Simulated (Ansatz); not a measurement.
**WCl+ (quintet): from Hartree-Fock to the top rungs, def2-SVP**

Aim: climb from Hartree-Fock through coupled cluster and multireference methods for WCl+ (quintet) at one geometry and basis, and see what each rung misses.

Program: Ansatz 0.2.0, Gaussian basis. Level of theory: def2-SVP, core rule «outside noble gas», up to 9 orbitals frozen. These are calculated values, not measurements.

Plan: UHF; CCSD(T) on ROHF; CCSD(T) on UHF; CISD as a restricted active space (open shells left free, so some higher excitations enter); CCSDT(Q) on ROHF; CCSDT(Q) on UHF; CASSCF and MRCISD+Q, 12 electrons in 10 orbitals; CASSCF and NEVPT2, 12 electrons in 10 orbitals.

10 further runs of the same task are left out: 3 that didn't finish, 7 set aside as unsound or not needed. Runs told in other sessions of the task aren't counted.

## Step 1: The geometry

The geometry is a PBE0/def2-TZVP stationary point (not a proven minimum) of the parent state, kept for this charge and spin. No spin-orbit coupling is included. Elements past krypton take def2 core potentials.

2 atoms, charge 1, spin multiplicity 5.

Atoms are counted from 1 here; the program's logs count them from 0.

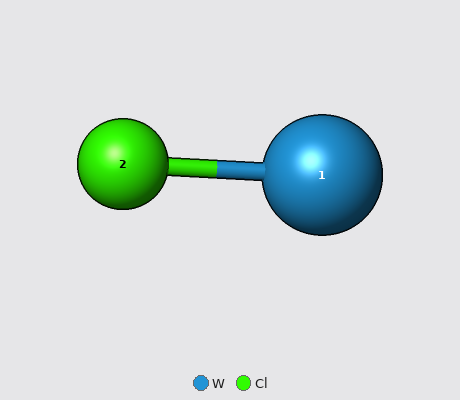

The structure; tungsten blue, chlorine green; atoms are numbered from 1 in the order of the file.

In the tables R marks a restricted open-shell determinant and U an unrestricted one; 'valence' is the active space of 12 electrons in 10 orbitals; energies count from the table's Hartree-Fock row.

## Step 2: UHF

in.yaml reads:

```yaml
crystal:
  periodic: [false, false, false]
  atoms:
    - {symbol: W, position_ang: [0.000000, 0.000000, 0.000000]}
    - {symbol: Cl, position_ang: [0.000000, 0.000000, 2.142800]}
basis:
  gaussian: {orbitals: def2-SVP}
total_charge: 1
magnetization: {spin_polarized: true, initial_magnetization: 4}
hamiltonian: {xc: hf}
output: {orbitals: {seedname: orbitals}}
```

Run with:

```console
ansatz run in.yaml --threads 1 --pin off --events-out ev --progress --plain --max-ram 2393MiB
```

The program printed:

```text
Functional definition: HF
  name "HF"
  cite "Fock, Z. Phys. 61, 126 (1930) doi:10.1007/BF01340294"
  parent pbe
  exchange = exact_x
  correlation = 0
475 factors; integrals over basis functions are off by at most 1.3e-3 eV
mean field evaluation 1: about -14296.5141 eV, gradient 1.9e1 eV
mean field evaluation 2: about -14296.5255 eV, gradient 1.9e1 eV
mean field evaluation 4: about -14298.8639 eV, gradient 2.8e0 eV
mean field evaluation 8: about -14299.0978 eV, gradient 9.6e-2 eV
mean field evaluation 16: about -14298.4279 eV, gradient 2.4e0 eV
mean field evaluation 32: about -14298.6728 eV, gradient 4.4e0 eV
mean field evaluation 64: about -14298.4236 eV, gradient 4.6e-1 eV
mean field evaluation 96: about -14298.4003 eV, gradient 1.8e-1 eV
mean field evaluation 128: about -14298.4280 eV, gradient 2.3e-4 eV
mean field -14299.09970999 eV, -525.4822220644 hartree, gradient 1.1e-5 eV, S^2 6.034821; 4 other end points of the search recorded, 0 dependent functions left out
reference -14299.09970999 eV, -525.4822220644 hartree; 17, 13 occupied and 33, 37 virtual orbitals, 475 factors
Total energy: -14299.09970999 eV, -525.4822220644 hartree
```

It took 1.1 s on 1 thread of Intel Xeon 6975P-C, shared host.

From the report: ⟨S²⟩ of the determinant 6.035 (pure quintet: 6.00).

## Step 3: CCSD(T) on ROHF

in.yaml reads:

```yaml
crystal:
  periodic: [false, false, false]
  atoms:
    - {symbol: W, position_ang: [0.000000, 0.000000, 0.000000]}
    - {symbol: Cl, position_ang: [0.000000, 0.000000, 2.142800]}
basis:
  gaussian: {orbitals: def2-SVP}
total_charge: 1
magnetization: {spin_polarized: false, initial_magnetization: 4}
correlation: {method: ccsd_t, electrons: outside_noble_gas}
```

The command is unchanged.

The program printed, cut to the lines that bear on the results:

```text
Functional definition: HF
  name "HF"
  cite "Fock, Z. Phys. 61, 126 (1930) doi:10.1007/BF01340294"
  parent pbe
[...]
475 factors; integrals over basis functions are off by at most 1.3e-3 eV
[...]
mean field -14298.90056422 eV, -525.4749035922 hartree, gradient 4.1e-6 eV, S^2 6.000000; 22 other end points of the search recorded, 0 dependent functions left out
[...]
determinant -14298.90056422 eV, -525.4749035922 hartree, with singles and doubles -14304.87568525 eV, -525.6944852399 hartree
determinant -14298.23761392 eV, -525.4505406179 hartree, with singles and doubles -14303.96837586 eV, -525.6611422347 hartree
determinant -14298.23544554 eV, -525.4504609314 hartree, with singles and doubles -14303.93108751 eV, -525.6597719134 hartree
determinant -14298.22674892 eV, -525.4501413368 hartree, with singles and doubles -14304.04079157 eV, -525.6638034630 hartree
determinant -14296.86970292 eV, -525.4002708159 hartree, with singles and doubles -14302.84141621 eV, -525.6197272317 hartree
determinant -14296.06439686 eV, -525.3706763642 hartree, with singles and doubles -14301.85679989 eV, -525.5835432493 hartree
determinant -14295.82520884 eV, -525.3618863665 hartree, with singles and doubles -14301.71044875 eV, -525.5781649440 hartree
9 core orbitals not correlated: weight in the atoms' cores, before any rotation towards them, 0.996 or more for the frozen orbitals, at most 0.003 for the correlated occupied ones
reference -14298.90056422 eV, -525.4749035922 hartree; 8, 4 occupied and 33, 37 virtual orbitals, 475 factors
second order -5.41265370 eV of doubles, -0.03755705 eV of singles
cycle   1  -5.97730145 eV  change   -2.2e-3 eV  update   2.0e-3
[...]
cycle   9  -5.97920550 eV  change    6.7e-6 eV  update   5.5e-6
perturbative correction -0.22292392 eV, -0.0081923031 hartree
Total energy: -14305.10269364 eV, -525.7028276445 hartree
```

Run time: 6 s. Hardware: 1 thread of Intel Xeon 6975P-C, shared host.

From the report: correlation -6.2021 eV; T1 0.038; largest double amplitude 0.04.

## Step 4: CCSD(T) on UHF

in.yaml: that of step 3 with these lines changed.

```diff
@@ -8,3 +8,3 @@
 total_charge: 1
-magnetization: {spin_polarized: false, initial_magnetization: 4}
+magnetization: {spin_polarized: true, initial_magnetization: 4}
 correlation: {method: ccsd_t, electrons: outside_noble_gas}
```

The command is unchanged.

The program printed, cut to the lines that bear on the results:

```text
Functional definition: HF
  name "HF"
  cite "Fock, Z. Phys. 61, 126 (1930) doi:10.1007/BF01340294"
  parent pbe
[...]
475 factors; integrals over basis functions are off by at most 1.3e-3 eV
[...]
mean field -14299.09970999 eV, -525.4822220644 hartree, gradient 3.5e-6 eV, S^2 6.034821; 22 other end points of the search recorded, 0 dependent functions left out
determinant -14299.09970999 eV, -525.4822220644 hartree, with singles and doubles -14304.96946909 eV, -525.6979317325 hartree
determinant -14298.42795748 eV, -525.4575356148 hartree, with singles and doubles -14304.12949892 eV, -525.6670633980 hartree
determinant -14298.42760694 eV, -525.4575227327 hartree, with singles and doubles -14304.13393234 eV, -525.6672263233 hartree
determinant -14298.39654923 eV, -525.4563813830 hartree, with singles and doubles -14304.01164196 eV, -525.6627322349 hartree
determinant -14297.06175406 eV, -525.4073285652 hartree, with singles and doubles -14302.92964399 eV, -525.6229695429 hartree
determinant -14296.24506291 eV, -525.3773157188 hartree, with singles and doubles -14301.95046254 eV, -525.5869852881 hartree
determinant -14296.00470112 eV, -525.3684825860 hartree, with singles and doubles -14301.79680760 eV, -525.5813385734 hartree
determinant -14295.72037658 eV, -525.3580338521 hartree, with singles and doubles -14301.55100931 eV, -525.5723056527 hartree
9 core orbitals not correlated: weight in the atoms' cores, before any rotation towards them, 0.995 or more for the frozen orbitals, at most 0.003 for the correlated occupied ones
reference -14299.09970999 eV, -525.4822220644 hartree; 8, 4 occupied and 33, 37 virtual orbitals, 475 factors
second order -5.38536567 eV of doubles, -0.00000000 eV of singles
cycle   1  -5.87148902 eV  change   -1.7e-3 eV  update   1.8e-3
[...]
cycle   9  -5.87300910 eV  change    2.9e-6 eV  update   3.6e-6
perturbative correction -0.21918107 eV, -0.0080547556 hartree
Total energy: -14305.19190016 eV, -525.7061059237 hartree
```

Wall time 7.5 s (1 thread of Intel Xeon 6975P-C, shared host).

From the report: ⟨S²⟩ of the determinant 6.035 (pure quintet: 6.00); correlation -6.0922 eV; T1 0.029; largest double amplitude 0.04.

## Step 5: CISD as a restricted active space (open shells left free, so some higher excitations enter)

in.yaml reads:

```yaml
crystal:
  periodic: [false, false, false]
  atoms:
    - {symbol: W, position_ang: [0.000000, 0.000000, 0.000000]}
    - {symbol: Cl, position_ang: [0.000000, 0.000000, 2.142800]}
basis:
  gaussian: {orbitals: def2-SVP}
total_charge: 1
magnetization: {spin_polarized: false, initial_magnetization: 4}
correlation: {active_space: {ras: {orbitals: [4, 4, 33], electrons: 12, max_holes: 2, max_particles: 2}, fixed_orbitals: true}}
```

The command is unchanged.

The program printed, cut to the lines that bear on the results:

```text
Functional definition: HF
  name "HF"
  cite "Fock, Z. Phys. 61, 126 (1930) doi:10.1007/BF01340294"
  parent pbe
[...]
475 factors; integrals over basis functions are off by at most 1.3e-3 eV
[...]
mean field -14298.90056422 eV, -525.4749035922 hartree, gradient 4.1e-6 eV, S^2 6.000000; 17 other end points of the search recorded, 0 dependent functions left out
reference -14298.90056422 eV, -525.4749035922 hartree; 17, 13 occupied and 33, 37 virtual orbitals, 475 factors
state -14304.47093185 eV, -525.6796108267 hartree
Total energy: -14304.47093185 eV, -525.6796108267 hartree
```

Run time: 14 s. Hardware: 1 thread of Intel Xeon 6975P-C, shared host.

From the report: 117,531 determinants.

## Step 6: CCSDT(Q) on ROHF

in.yaml: that of step 5 with these lines changed.

```diff
@@ -9,2 +9,2 @@
 magnetization: {spin_polarized: false, initial_magnetization: 4}
-correlation: {active_space: {ras: {orbitals: [4, 4, 33], electrons: 12, max_holes: 2, max_particles: 2}, fixed_orbitals: true}}
+correlation: {method: ccsdt_q, electrons: outside_noble_gas}
```

Launched as before.

The program printed, cut to the lines that bear on the results:

```text
Functional definition: HF
  name "HF"
  cite "Fock, Z. Phys. 61, 126 (1930) doi:10.1007/BF01340294"
  parent pbe
[...]
862 factors; integrals over basis functions are off by at most 1.8e-7 eV
[...]
mean field -14298.90064971 eV, -525.4749067339 hartree, gradient 3.8e-6 eV, S^2 6.000000; 22 other end points of the search recorded, 0 dependent functions left out
[...]
determinant -14298.90064971 eV, -525.4749067339 hartree, with singles and doubles -14304.87575345 eV, -525.6944877462 hartree
determinant -14298.23770414 eV, -525.4505439335 hartree, with singles and doubles -14303.96843224 eV, -525.6611443068 hartree
determinant -14298.23553763 eV, -525.4504643156 hartree, with singles and doubles -14303.93116272 eV, -525.6597746773 hartree
determinant -14298.22683205 eV, -525.4501443916 hartree, with singles and doubles -14304.04085717 eV, -525.6638058739 hartree
determinant -14296.86979943 eV, -525.4002743626 hartree, with singles and doubles -14302.84149423 eV, -525.6197300989 hartree
determinant -14296.06449306 eV, -525.3706798995 hartree, with singles and doubles -14301.85688010 eV, -525.5835461970 hartree
determinant -14295.82530338 eV, -525.3618898407 hartree, with singles and doubles -14301.71052794 eV, -525.5781678542 hartree
9 core orbitals not correlated: weight in the atoms' cores, before any rotation towards them, 0.996 or more for the frozen orbitals, at most 0.003 for the correlated occupied ones
reference -14298.90064971 eV, -525.4749067339 hartree; 8, 4 occupied and 33, 37 virtual orbitals, 862 factors
second order -5.41264740 eV of doubles, -0.03755636 eV of singles
cycle   1  -5.68453721 eV  change   -2.3e-1 eV  update   1.1e-1
[...]
cycle  22  -6.22753804 eV  change   -8.8e-7 eV  update   1.1e-6
perturbative correction -0.00613859 eV, -0.0002255892 hartree
Total energy: -14305.13432634 eV, -525.7039901249 hartree
```

Wall time 33 s (1 thread of Intel Xeon 6975P-C, shared host); peak memory 0.59 GiB.

From the report: correlation -6.2337 eV; T1 0.040; largest double amplitude 0.05.

## Step 7: CCSDT(Q) on UHF

in.yaml: that of step 6 with these lines changed.

```diff
@@ -8,3 +8,3 @@
 total_charge: 1
-magnetization: {spin_polarized: false, initial_magnetization: 4}
+magnetization: {spin_polarized: true, initial_magnetization: 4}
 correlation: {method: ccsdt_q, electrons: outside_noble_gas}
```

The command is unchanged.

The program printed, cut to the lines that bear on the results:

```text
Functional definition: HF
  name "HF"
  cite "Fock, Z. Phys. 61, 126 (1930) doi:10.1007/BF01340294"
  parent pbe
[...]
862 factors; integrals over basis functions are off by at most 1.8e-7 eV
[...]
mean field -14299.09979375 eV, -525.4822251423 hartree, gradient 3.4e-6 eV, S^2 6.034821; 20 other end points of the search recorded, 0 dependent functions left out
determinant -14299.09979375 eV, -525.4822251423 hartree, with singles and doubles -14304.96953744 eV, -525.6979342442 hartree
determinant -14298.42803926 eV, -525.4575386202 hartree, with singles and doubles -14304.12955853 eV, -525.6670655889 hartree
determinant -14298.42768773 eV, -525.4575257016 hartree, with singles and doubles -14304.13399811 eV, -525.6672287403 hartree
determinant -14298.39663940 eV, -525.4563846967 hartree, with singles and doubles -14304.01171771 eV, -525.6627350185 hartree
determinant -14297.06184941 eV, -525.4073320693 hartree, with singles and doubles -14302.92972286 eV, -525.6229724411 hartree
determinant -14296.24515695 eV, -525.3773191751 hartree, with singles and doubles -14301.95054128 eV, -525.5869881819 hartree
determinant -14296.00479317 eV, -525.3684859689 hartree, with singles and doubles -14301.79688626 eV, -525.5813414640 hartree
determinant -14295.72047061 eV, -525.3580373076 hartree, with singles and doubles -14301.55109315 eV, -525.5723087339 hartree
9 core orbitals not correlated: weight in the atoms' cores, before any rotation towards them, 0.995 or more for the frozen orbitals, at most 0.003 for the correlated occupied ones
reference -14299.09979375 eV, -525.4822251423 hartree; 8, 4 occupied and 33, 37 virtual orbitals, 862 factors
second order -5.38535872 eV of doubles, -0.00000000 eV of singles
cycle   1  -5.61108159 eV  change   -2.3e-1 eV  update   1.1e-1
[...]
cycle  23  -6.11811755 eV  change   -5.1e-7 eV  update   5.2e-7
perturbative correction -0.01844221 eV, -0.0006777385 hartree
Total energy: -14305.23635351 eV, -525.7077395539 hartree
```

It took 32 s on 1 thread of Intel Xeon 6975P-C, shared host; peak memory 0.49 GiB.

From the report: ⟨S²⟩ of the determinant 6.035 (pure quintet: 6.00); correlation -6.1366 eV; T1 0.032; largest double amplitude 0.05.

## Step 8: CASSCF and MRCISD+Q, 12 electrons in 10 orbitals

in.yaml reads:

```yaml
crystal:
  periodic: [false, false, false]
  atoms:
    - {symbol: W, position_ang: [0.000000, 0.000000, 0.000000]}
    - {symbol: Cl, position_ang: [0.000000, 0.000000, 2.142800]}
basis:
  gaussian: {orbitals: def2-SVP}
total_charge: 1
magnetization: {spin_polarized: false, initial_magnetization: 4}
correlation: {method: fic_mrcisd_q, electrons: outside_noble_gas, active_space: {window: {electrons: 12, orbitals: 10}, shells: [{species: Cl, l: s, shell: 3}, {species: Cl, l: p, shell: 3}, {species: W, l: s, shell: 6}, {species: W, l: d, shell: 5}]}}
```

The command is unchanged.

The program printed, cut to the lines that bear on the results:

```text
Functional definition: HF
  name "HF"
  cite "Fock, Z. Phys. 61, 126 (1930) doi:10.1007/BF01340294"
  parent pbe
[...]
862 factors; integrals over basis functions are off by at most 1.8e-7 eV
[...]
mean field -14298.90064971 eV, -525.4749067339 hartree, gradient 3.8e-6 eV, S^2 6.000000; 17 other end points of the search recorded, 0 dependent functions left out
reference -14298.90064971 eV, -525.4749067339 hartree; 17, 13 occupied and 33, 37 virtual orbitals, 862 factors
state -14299.96514827 eV, -525.5140263344 hartree
contracted CI cycle   1: correlation 0.00000000 eV, 0.0000000000 hartree, residual 1.88e1 eV
contracted CI cycle   2: correlation -4.60002834 eV, -0.1690479236 hartree, residual 3.43e0 eV
contracted CI cycle   3: correlation -4.76837706 eV, -0.1752346249 hartree, residual 7.32e-1 eV
contracted CI cycle   4: correlation -4.77696123 eV, -0.1755500871 hartree, residual 2.02e-1 eV
contracted CI cycle   5: correlation -4.77762305 eV, -0.1755744087 hartree, residual 6.30e-2 eV
contracted CI cycle   6: correlation -4.77769574 eV, -0.1755770800 hartree, residual 2.19e-2 eV
contracted CI cycle   7: correlation -4.77770538 eV, -0.1755774344 hartree, residual 8.08e-3 eV
contracted CI cycle   8: correlation -4.77770659 eV, -0.1755774788 hartree, residual 2.69e-3 eV
contracted CI cycle   9: correlation -4.77770673 eV, -0.1755774837 hartree, residual 9.57e-4 eV
state -14299.96514827 eV, -525.5140263344 hartree; corrected -14305.08782053 eV, -525.7022810678 hartree
Total energy: -14305.08782053 eV, -525.7022810678 hartree
Checks for a lower state left out: starts, orbital_swaps
```

It took 8 s on 1 thread of Intel Xeon 6975P-C, shared host; peak memory 0.57 GiB.

From the report: 2,364 determinants; active occupations 2.00, 1.99, 1.97, 1.97, 1.01, 1.00, 1.00, 1.00, 0.04, 0.03.

## Step 9: CASSCF and NEVPT2, 12 electrons in 10 orbitals

in.yaml reads:

```yaml
crystal:
  periodic: [false, false, false]
  atoms:
    - {symbol: W, position_ang: [0.000000, 0.000000, 0.000000]}
    - {symbol: Cl, position_ang: [0.000000, 0.000000, 2.142800]}
basis:
  gaussian: {orbitals: def2-SVP}
total_charge: 1
magnetization: {spin_polarized: false, initial_magnetization: 4}
correlation: {method: sc_nevpt2, electrons: outside_noble_gas, active_space: {window: {electrons: 12, orbitals: 10}, shells: [{species: Cl, l: s, shell: 3}, {species: Cl, l: p, shell: 3}, {species: W, l: s, shell: 6}, {species: W, l: d, shell: 5}]}}
```

Launched as before.

The program printed, cut to the lines that bear on the results:

```text
Functional definition: HF
  name "HF"
  cite "Fock, Z. Phys. 61, 126 (1930) doi:10.1007/BF01340294"
  parent pbe
[...]
862 factors; integrals over basis functions are off by at most 1.8e-7 eV
[...]
mean field -14298.90064971 eV, -525.4749067339 hartree, gradient 3.8e-6 eV, S^2 6.000000; 17 other end points of the search recorded, 0 dependent functions left out
reference -14298.90064971 eV, -525.4749067339 hartree; 17, 13 occupied and 33, 37 virtual orbitals, 862 factors
state -14299.96514827 eV, -525.5140263344 hartree
state -14299.96514827 eV, -525.5140263344 hartree; corrected -14304.02472929 eV, -525.6632131853 hartree
Total energy: -14304.02472929 eV, -525.6632131853 hartree
Checks for a lower state left out: starts, orbital_swaps
```

It took 4.7 s on 1 thread of Intel Xeon 6975P-C, shared host.

From the report: 2,364 determinants; active occupations 2.00, 1.99, 1.97, 1.97, 1.01, 1.00, 1.00, 1.00, 0.04, 0.03.

## Step 10: How many determinants matter

Natural occupations of the CASSCF valence state about the gap (report; correlated orbitals 2 to 10): 1.994, 1.970, 1.965, 1.005, 1.001, 1.000, 1.000, 0.037, 0.029. The count of effectively unpaired electrons, Σ n²(2 − n)², is 4.02; a single determinant of this spin has 4.

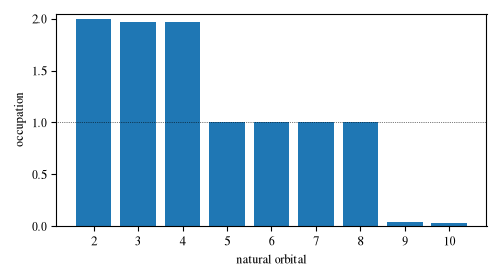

Natural occupations of the CASSCF valence state.

## Step 11: The ladder

No level here is safe as a reference; RCCSDT(Q) serves as a yardstick only. Rows without a time are mean-field rows or come out of runs for another level: lower rungs of the coupled-cluster runs, CASSCF and MRCISD of the multireference runs, or the Hartree-Fock search.

Differences are taken before rounding.

```
          method  energy from the lowest ROHF (meV)  from RCCSDT(Q) (meV)   time
             ROHF                               0.0               +6233.8       
             UHF                            -199.1               +6034.6       
            RMP2                           -5450.2                +783.6       
            UMP2                           -5584.5                +649.3       
           RCCSD                           -5979.2                +254.6       
           UCCSD                           -6072.2                +161.6       
        RCCSD(T)                           -6202.1                 +31.6    6 s
        UCCSD(T)                           -6291.3                 -57.6  7.5 s
          RCCSDT                           -6227.6                  +6.1       
          UCCSDT                           -6317.3                 -83.6       
       RCCSDT(Q)                           -6233.8                     0   33 s
       UCCSDT(Q)                           -6335.8                -102.0   32 s
  CASSCF valence                           -1064.6               +5169.2       
  NEVPT2 valence                           -5124.2               +1109.6  4.7 s
  MRCISD valence                           -5842.3                +391.5       
MRCISD+Q valence                           -6187.3                 +46.5    8 s
```

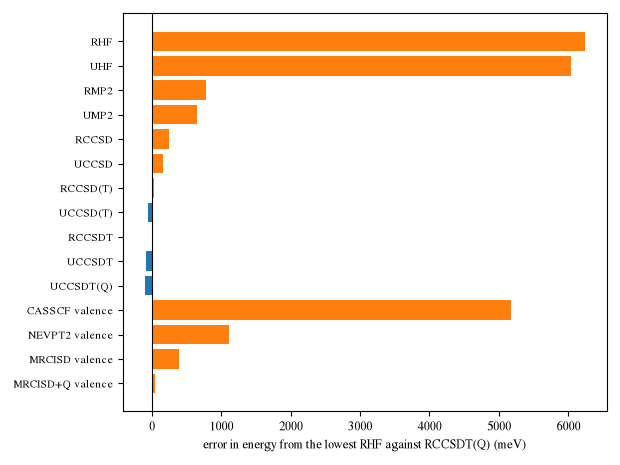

Error of each method against RCCSDT(Q).

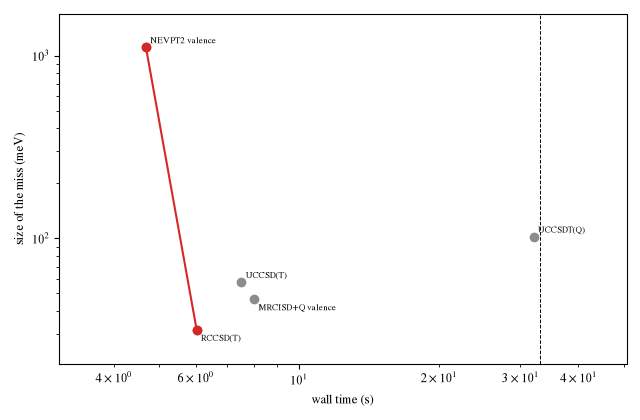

Accuracy for the time spent; red marks the levels that beat every quicker one drawn (of those quicker than the yardstick), and the dashed line is the time of RCCSDT(Q). Times are from a shared host.

Not comparable, so not listed: CISD as a restricted active space (open shells left free, so some higher excitations enter) (they don't share determinant, frozen orbitals or solution with the rows shown, or repeat one).

## Step 12: What came out

```
                       quantity        value
  RCCSDT(Q) from the ROHF energy   -6.2338 eV
            RMP2 from RCCSDT(Q)   +783.6 meV
            UMP2 from RCCSDT(Q)   +649.3 meV
           RCCSD from RCCSDT(Q)   +254.6 meV
        RCCSD(T) from RCCSDT(Q)    +31.6 meV
        UCCSD(T) from RCCSDT(Q)    -57.6 meV
       UCCSDT(Q) from RCCSDT(Q)   -102.0 meV
  NEVPT2 valence from RCCSDT(Q)  +1109.6 meV
MRCISD+Q valence from RCCSDT(Q)    +46.5 meV
                  T1 diagnostic        0.038
 effectively unpaired electrons         4.02
```

In words: RCCSD(T) misses by +31.6 meV, 0.5 % of the correlation energy. CCSD(T) misses by +31.6 meV on the restricted determinant and by -57.6 meV on the unrestricted one; the two need not hold the same state or core. One determinant dominates.
